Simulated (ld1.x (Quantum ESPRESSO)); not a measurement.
**A PAW potential for fluorine, from input to tests**

Do these settings give a usable potential? It is generated, then checked for transferability, scattering, ghosts and hardness.

The numbers are computed with ld1.x (Quantum ESPRESSO) 7.5 (PBE, scalar-relativistic, spin-unpolarised reference atom).

### 1 The atom and the settings

The settings as typed:

```
element                 : fluorine (F, Z = 9)
type                    : PAW
frozen core             : [He]
valence charge          : 7
reference configuration : 2s2 2p5
partial waves           : 2s (bound): rcut 0.40, rcutus 0.55 bohr; 2s channel at -1.25 Ry: rcut 0.40, rcutus 0.55 bohr; 2p (bound): rcut 0.70, rcutus 0.85 bohr; 2p channel at 0.75 Ry: rcut 0.70, rcutus 0.85 bohr; 3d channel at 0.25 Ry: rcut 0.70, rcutus 0.80 bohr
local potential         : all-electron potential smoothed inside 0.50 bohr (lloc = -2)
core correction         : Bessel-smoothed model core, default radius (core density twice the valence density)
augmentation charge     : PSQ, inside the norm-conserving radii
```

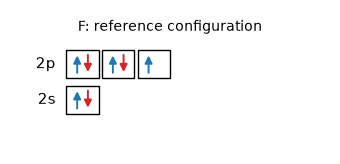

The outer shells as boxes. The arrows follow Hund's rule for the drawing; the calculation itself is spin-unpolarised.

### 2 Generating the potential

F.in reads:

```
 &input
   title='F', zed=9., rel=1, dft='PBE', iswitch=3,
   config='[He] 2s2 2p5 3d-2',
   nld=3, rlderiv=0.95, eminld=-4.0, emaxld=5.0, deld=0.02
 /
 &inputp
   pseudotype=3, lpaw=.true., tm=.true., lloc=-2, rcloc=0.50,
   nlcc=.true., new_core_ps=.true.,
   which_augfun='PSQ', rmatch_augfun_nc=.true.,
   file_pseudopw='F.UPF', file_wfcaegen='ae.wfc', file_wfcncgen='nc.wfc', file_beta='beta', file_chi='chi', file_wfcusgen='us.wfc'
 /
5
2S  1  0   2.00   0.00  0.40  0.55  0.0
2S  1  0   0.00  -1.25  0.40  0.55  0.0
2P  2  1   5.00   0.00  0.70  0.85  0.0
2P  2  1   0.00   0.75  0.70  0.85  0.0
3D  3  2  -2.00   0.25  0.70  0.80  0.0
 &test
   configts(1)='2s2 2p5'
 /
```

On the command line:

```sh
ld1.x < F.in > F.out
```

Output in F.out (without the banner and most projector matrices):

```text
     Program LD1 v.7.5

     !!!!!!!!!!!!!!!!!!! WARNING !!!!!!!!!!!!!!!!!!!!!!!
     Message from routine ld1_readin:
     US requires at least two energies per channel 3D
     !!!!!!!!!!!!!!!!!!!!!!!!!!!!!!!!!!!!!!!!!!!!!!!!!!!
     --------------------------- All-electron run ----------------------------

     F
     scalar relativistic calculation

     atomic number is  9.00
     dft =PBE   lsd =0 sic =0 latt =0  beta=0.20 tr2=1.0E-14
     Exchange-correlation= PBE
                           (   1   4   3   4   0   0   0)
     mesh =1105 r(mesh) =  99.76081 a.u. xmin = -7.00 dx = 0.01250
     1 Ry =  13.60569312 eV, c = 137.03599908

     n l     nl                  e(Ry)          e(Ha)          e(eV)
     1 0     1S 1( 2.00)       -48.7570       -24.3785      -663.3734
     2 0     2S 1( 2.00)        -2.1976        -1.0988       -29.8996
     2 1     2P 1( 5.00)        -0.8167        -0.4083       -11.1117

     final scf error:  6.3E-15 reached in  26 iterations

     Etot =    -199.489330 Ry,     -99.744665 Ha,   -2714.190600 eV

     Ekin =     199.322998 Ry,      99.661499 Ha,    2711.927538 eV
     Encl =    -477.724055 Ry,    -238.862027 Ha,   -6499.766885 eV
     Eh   =      99.339620 Ry,      49.669810 Ha,    1351.584389 eV
     Exc  =     -20.427893 Ry,     -10.213946 Ha,    -277.935642 eV

     normalization and overlap integrals

     s(1S/1S) =  1.000000  <r> =   0.1763  <r2> =    0.0420  r(max) =   0.1139
     s(2S/2S) =  1.000000  <r> =   1.0034  <r2> =    1.2282  r(max) =   0.7617
     s(2P/2P) =  1.000000  <r> =   1.1050  <r2> =    1.6384  r(max) =   0.7066

     ------------------------ End of All-electron run ------------------------

     --------------------- Generating PAW atomic setup --------------------

      Generating local potential from pseudized AE potential:
      Matching radius rcloc =   0.5000
      Enforcing V''(0)=0 (lloc=-2)

      Local pseudo, rcloc= 0.498 Estimated cut-off energy=   116.49 Ry

      Computing core charge for nlcc:

       r > 0.28 : true rho core
      Core charge pseudized with two Bessel functions
      Integrated core pseudo-charge :   1.45
      Wfc-us  2S rcutus= 0.550  Estimated cut-off energy=   135.09 Ry
      Wfc-us  2S rcutus= 0.550  Estimated cut-off energy=   136.24 Ry
      Wfc-us  2P rcutus= 0.842  Estimated cut-off energy=   107.07 Ry
      Wfc-us  2P rcutus= 0.842  Estimated cut-off energy=   111.71 Ry
      Wfc-us  3D rcutus= 0.801  Estimated cut-off energy=   158.29 Ry

     Required augmentation: PSQ   radius:    0.850000

     Q pseudized with Bessel functions
     Expected ecutrho=    1872.7170 due to l1=  0   l2=  1

     Estimated PAW energy =  -59.076592 Ryd

     The PAW screened D coefficients
     1.42774     1.99377     0.00000     0.00000     0.00000
     1.99377     2.78317     0.00000     0.00000     0.00000
     0.00000     0.00000    -0.61032    -0.48832     0.00000
     0.00000     0.00000    -0.48832    -0.38562     0.00000
     0.00000     0.00000     0.00000     0.00000    -0.03267

     The PAW descreened D coefficients (US)
     1.83686     2.54170     0.00000     0.00000     0.00000
     2.54170     3.51638     0.00000     0.00000     0.00000
     0.00000     0.00000     0.39417     0.38496     0.00000
     0.00000     0.00000     0.38496     0.37126     0.00000
     0.00000     0.00000     0.00000     0.00000    -0.03252

     ------------------- End of pseudopotential generation -------------------

     [... the all-electron block is printed once more ...]


     Computing logarithmic derivative in   0.94795
     Computing logarithmic derivative in   0.94795
     Computing the partial wave expansion
     R is outside the sphere for l=    0 j= 0.00
     R is outside the sphere for l=    0 j= 0.00
     R is outside the sphere for l=    1 j= 0.00
     R is outside the sphere for l=    1 j= 0.00
     R is outside the sphere for l=    2 j= 0.00

     ---------------------- Testing the pseudopotential ----------------------

     F
     scalar relativistic calculation

     atomic number is  9.00   valence charge is  7.00
     dft = SLA  PW   PBX  PBC   lsd =0 sic =0 latt =0  beta=0.20 tr2=1.0E-14
     mesh =1105 r(mesh) =  99.76081 xmin = -7.00 dx = 0.01250

     n l     nl             e AE (Ry)        e PS (Ry)    De AE-PS (Ry)
     1 0     2S   1( 2.00)       -2.19758       -2.19763        0.00005
     2 1     2P   1( 5.00)       -0.81670       -0.81672        0.00002

     eps = 1.2E-15  iter =  4

     Etot =    -199.489330 Ry,     -99.744665 Ha,   -2714.190600 eV
     Etotps =   -59.076791 Ry,     -29.538395 Ha,    -803.780686 eV

     Ekin =      50.391410 Ry,      25.195705 Ha,     685.610067 eV
     Encl =    -131.495651 Ry,     -65.747826 Ha,   -1789.089477 eV
     Ehrt =      42.455338 Ry,      21.227669 Ha,     577.634301 eV
     Ecxc =     -20.427888 Ry,     -10.213944 Ha,    -277.935577 eV
     (Ecc =      -5.689541 Ry,      -2.844770 Ha,     -77.410143 eV)

     ---------------------- End of pseudopotential test ----------------------
```

It took 0.95 s on 1 thread of Neoverse-V2, shared host. (Generation and the later configuration tests together.)

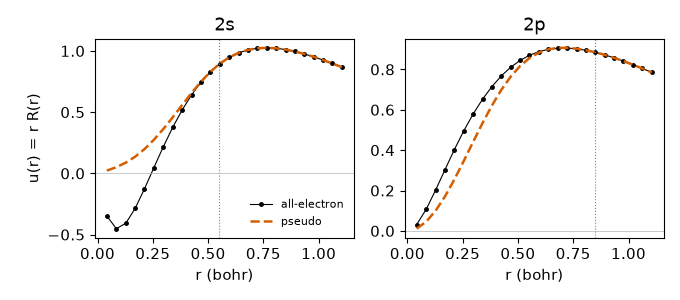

Bound waves of the atom and their pseudo partners (2s, 2p), with the matching radii dotted. The curves join 26 sampled radii.

### 3 Transferability test

F.test.in reads:

```
 &input
   title='F', zed=9., rel=1, dft='PBE', iswitch=2,
   config='[He] 2s2 2p5 3d-2'
 /
 &test
   file_pseudo='F.UPF', nconf=8,
   configts(1)='2s2 2p5',
   configts(2)='2s2 2p4',
   configts(3)='2s2 2p3',
   configts(4)='2s2 2p2',
   configts(5)='2s2 2p4.5',
   configts(6)='2s1 2p6',
   configts(7)='2s2 2p5.3',
   configts(8)='2s2 2p1'
 /
```

On the command line:

```sh
ld1.x < F.test.in > F.test.out
```

F.test.out, the pseudopotential blocks:

```text
     ---------------------- Testing the pseudopotential ----------------------

     F
     scalar relativistic calculation

     atomic number is  9.00   valence charge is  7.00
     dft =SLA  PW   PBX  PBC   lsd =0 sic =0 latt =0  beta=0.20 tr2=1.0E-14
     mesh =1105 r(mesh) =  99.76081 xmin = -7.00 dx = 0.01250

     n l     nl             e AE (Ry)        e PS (Ry)    De AE-PS (Ry)
     1 0     2S   1( 2.00)       -2.19758       -2.19763        0.00005
     2 1     2P   1( 5.00)       -0.81670       -0.81672        0.00002

     eps = 1.2E-15  iter =  4

     Etot =    -199.489330 Ry,     -99.744665 Ha,   -2714.190600 eV
     Etotps =   -59.076791 Ry,     -29.538395 Ha,    -803.780686 eV

     Ekin =      50.391410 Ry,      25.195705 Ha,     685.610067 eV
     Encl =    -131.495651 Ry,     -65.747826 Ha,   -1789.089477 eV
     Ehrt =      42.455338 Ry,      21.227669 Ha,     577.634301 eV
     Ecxc =     -20.427888 Ry,     -10.213944 Ha,    -277.935577 eV
     (Ecc =      -5.689541 Ry,      -2.844770 Ha,     -77.410143 eV)

     ---------------------- End of pseudopotential test ----------------------

     ---------------------- Testing the pseudopotential ----------------------

     F
     [...]
     n l     nl             e AE (Ry)        e PS (Ry)    De AE-PS (Ry)
     1 0     2S   1( 2.00)       -3.48292       -3.48296        0.00004
     2 1     2P   1( 4.00)       -2.08065       -2.08066        0.00001

     eps = 3.8E-15  iter =  9

     Etot =    -198.064175 Ry,     -99.032088 Ha,   -2694.800384 eV
     Etotps =   -57.651533 Ry,     -28.825766 Ha,    -784.389059 eV
     dEtot_ae =       1.425155 Ry
     dEtot_ps =       1.425258 Ry,   Delta E=      -0.000104 Ry

     [...]
     ---------------------- End of pseudopotential test ----------------------

     ---------------------- Testing the pseudopotential ----------------------

     F
     [...]
     n l     nl             e AE (Ry)        e PS (Ry)    De AE-PS (Ry)
     1 0     2S   1( 2.00)       -4.99731       -4.99745        0.00014
     2 1     2P   1( 3.00)       -3.60167       -3.60175        0.00008

     eps = 2.4E-15  iter = 11

     Etot =    -195.242940 Ry,     -97.621470 Ha,   -2656.415526 eV
     Etotps =   -54.830137 Ry,     -27.415068 Ha,    -746.002016 eV
     dEtot_ae =       4.246390 Ry
     dEtot_ps =       4.246654 Ry,   Delta E=      -0.000264 Ry

     [...]
     ---------------------- End of pseudopotential test ----------------------

     ---------------------- Testing the pseudopotential ----------------------

     F
     [...]
     n l     nl             e AE (Ry)        e PS (Ry)    De AE-PS (Ry)
     1 0     2S   1( 2.00)       -6.70364       -6.70418        0.00054
     2 1     2P   1( 2.00)       -5.34782       -5.34819        0.00037

     eps = 1.7E-16  iter = 11

     Etot =    -190.786158 Ry,     -95.393079 Ha,   -2595.777923 eV
     Etotps =   -50.372987 Ry,     -25.186493 Ha,    -685.359400 eV
     dEtot_ae =       8.703171 Ry
     dEtot_ps =       8.703804 Ry,   Delta E=      -0.000633 Ry

     [...]
     ---------------------- End of pseudopotential test ----------------------

     ---------------------- Testing the pseudopotential ----------------------

     F
     [...]
     n l     nl             e AE (Ry)        e PS (Ry)    De AE-PS (Ry)
     1 0     2S   1( 2.00)       -2.80814       -2.80818        0.00004
     2 1     2P   1( 4.50)       -1.41356       -1.41357        0.00001

     eps = 4.2E-15  iter =  7

     Etot =    -198.934914 Ry,     -99.467457 Ha,   -2706.647396 eV
     Etotps =   -58.522327 Ry,     -29.261164 Ha,    -796.236828 eV
     dEtot_ae =       0.554415 Ry
     dEtot_ps =       0.554463 Ry,   Delta E=      -0.000048 Ry

     [...]
     ---------------------- End of pseudopotential test ----------------------

     ---------------------- Testing the pseudopotential ----------------------

     F
     [...]
     n l     nl             e AE (Ry)        e PS (Ry)    De AE-PS (Ry)
     1 0     2S   1( 1.00)       -2.23280       -2.23291        0.00011
     2 1     2P   1( 6.00)       -0.84819       -0.84822        0.00002

     eps = 4.0E-16  iter = 14

     Etot =    -198.106554 Ry,     -99.053277 Ha,   -2695.376983 eV
     Etotps =   -57.693956 Ry,     -28.846978 Ha,    -784.966266 eV
     dEtot_ae =       1.382775 Ry
     dEtot_ps =       1.382834 Ry,   Delta E=      -0.000059 Ry

     [...]
     ---------------------- End of pseudopotential test ----------------------

     ---------------------- Testing the pseudopotential ----------------------

     F
     [...]
     n l     nl             e AE (Ry)        e PS (Ry)    De AE-PS (Ry)
     1 0     2S   1( 2.00)       -1.86725       -1.86730        0.00005
     2 1     2P   1( 5.30)       -0.49676       -0.49678        0.00002

     eps = 4.7E-15  iter =  9

     Etot =    -199.685554 Ry,     -99.842777 Ha,   -2716.860368 eV
     Etotps =   -59.273041 Ry,     -29.636520 Ha,    -806.450803 eV
     dEtot_ae =      -0.196224 Ry
     dEtot_ps =      -0.196250 Ry,   Delta E=       0.000026 Ry

     [...]
     ---------------------- End of pseudopotential test ----------------------

     ---------------------- Testing the pseudopotential ----------------------

     F
     [...]
     n l     nl             e AE (Ry)        e PS (Ry)    De AE-PS (Ry)
     1 0     2S   1( 2.00)       -8.57765       -8.57901        0.00136
     2 1     2P   1( 1.00)       -7.29740       -7.29815        0.00075

     eps = 3.2E-15  iter =  9

     Etot =    -184.479831 Ry,     -92.239915 Ha,   -2509.975963 eV
     Etotps =   -44.065885 Ry,     -22.032943 Ha,    -599.546912 eV
     dEtot_ae =      15.009499 Ry
     dEtot_ps =      15.010905 Ry,   Delta E=      -0.001407 Ry

     [...]
     ---------------------- End of pseudopotential test ----------------------
```

Excitation and ionisation energies from 2s2 2p5, with the error of the potential.

```csv
valence configuration,charge,ΔE all-electron (eV),error AE − PS (meV)
2s2 2p4,+1,19.390,-1.4
2s2 2p3,+2,57.775,-3.6
2s2 2p2,+3,118.413,-8.6
2s2 2p4.5,+0.5,7.543,-0.7
2s1 2p6,0,18.814,-0.8
2s2 2p5.3,-0.3,-2.670,+0.4
2s2 2p1,+4,204.215,-19
```

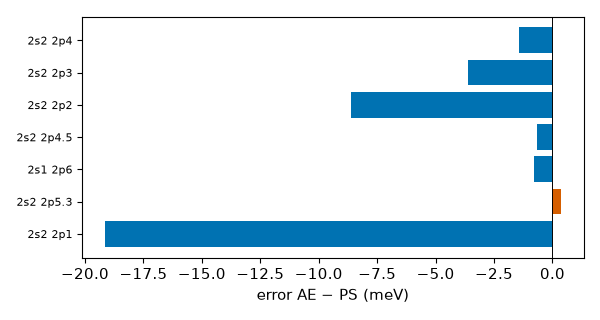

Error of the potential in each test configuration.

### 4 Logarithmic derivatives

Taken from the files of the generation run. The phase is arctan(r·u′/u) with u = r·R, unwrapped, with energies in Ry. A pole is an energy at which the radial function vanishes at the test radius. The pseudo phase is shifted by a multiple of π to meet the all-electron one at the reference energy. Levels narrower than the energy grid can be missing from the poles. The last column is the largest difference on the grid between −1 and +1 Ry.

```tsv
channel	radius (bohr)	reference (Ry)	poles AE	poles PS	window around the reference with phases within 0.05 rad (Ry)	largest difference near zero (rad)
s	0.95	-2.20	none	none	the whole range	0.000
p	0.95	-0.82	none	none	the whole range	0.000
d	0.95	0.25	none	none	the whole range	0.000
```

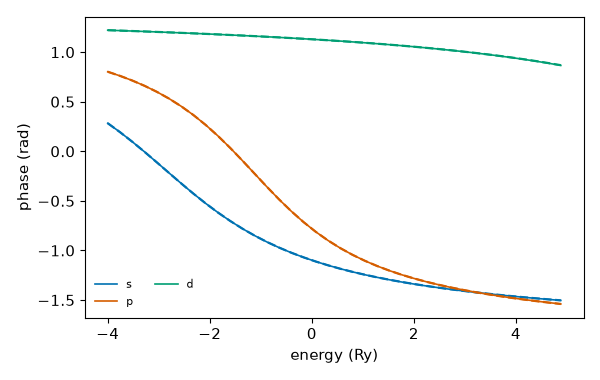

All-electron (solid) and pseudo (dashed) phases against energy.

### 5 Cutoff and ghost test in a Bessel basis

This step uses the generator's waves and projectors in a separate script. Basis: spherical Bessel functions vanishing at 20 bohr, q² up to the cutoff; potential fixed at the reference.

All-electron valence levels (Ry): 2s -2.1976, 2p -0.8167. The lowest levels of each channel (Ry) by cutoff; the last column sums, over occupied levels, occupation times the distance from the level at 400 Ry. A positive value at high cutoff is not a bound level.

| cutoff (Ry) | s #1 | p #1 | d #1 | f #1 | Σ f·Δε (mRy) |
| --- | --- | --- | --- | --- | --- |
| 8 | -1.9792 | -0.0093 | 0.0803 | 0.1209 | 4474.0 |
| 21 | -2.0999 | -0.2424 | 0.0803 | 0.1209 | 3066.9 |
| 45 | -2.1404 | -0.6733 | 0.0803 | 0.1209 | 831.6 |
| 90 | -2.1894 | -0.8127 | 0.0803 | 0.1209 | 36.7 |
| 110 | -2.1942 | -0.8162 | 0.0803 | 0.1209 | 9.5 |
| 160 | -2.1972 | -0.8165 | 0.0803 | 0.1209 | 2.2 |
| 230 | -2.1974 | -0.8167 | 0.0803 | 0.1209 | 0.7 |
| 300 | -2.1976 | -0.8167 | 0.0803 | 0.1209 | 0.1 |
| 400 | -2.1977 | -0.8167 | 0.0803 | 0.1209 | 0.0 |

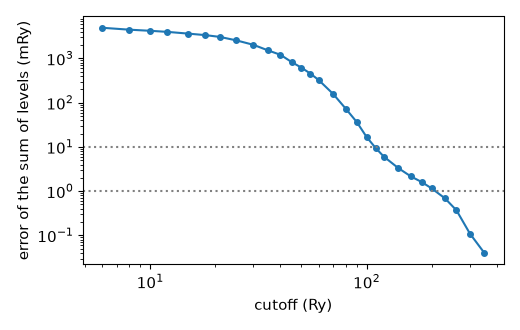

Occupation-weighted error of the valence levels against the cutoff; the dotted lines mark 10 and 1 mRy.

The sum stays within 10 mRy from 110 Ry and within 1 mRy from 230 Ry. The sum leaves out empty levels, which can need more. Ghost test: no level below the all-electron spectrum of its channel (s, p, d, f tested).

### 6 What came out

```
                                                quantity                 value
               cutoffs for 10 and 1 mRy, occupied levels     110 Ry and 230 Ry
                                            bound ghosts            none found
                            largest test error (AE − PS)  -19 meV, for 2s2 2p1
largest phase difference near zero energy, channels read             0.000 rad
         lowest eigenvalue of the overlap (Bessel basis)             0.139 (d)
               density cutoff estimated by the generator               1873 Ry
```

What this shows: By total energies transferability is good: the largest error is 19 meV on 204.2 eV, for 2s2 2p1. The potential is hard: the looser tolerance needs 110 Ry. The slowest occupied level is 2s: taken alone it needs 140 Ry to come within 1 mRy, against 110 Ry for 2p. No bound ghost shows below the valence levels. Near zero energy the phases of the channels with partial waves agree within 0.001 rad. All of this concerns the isolated atom, not yet a solid.
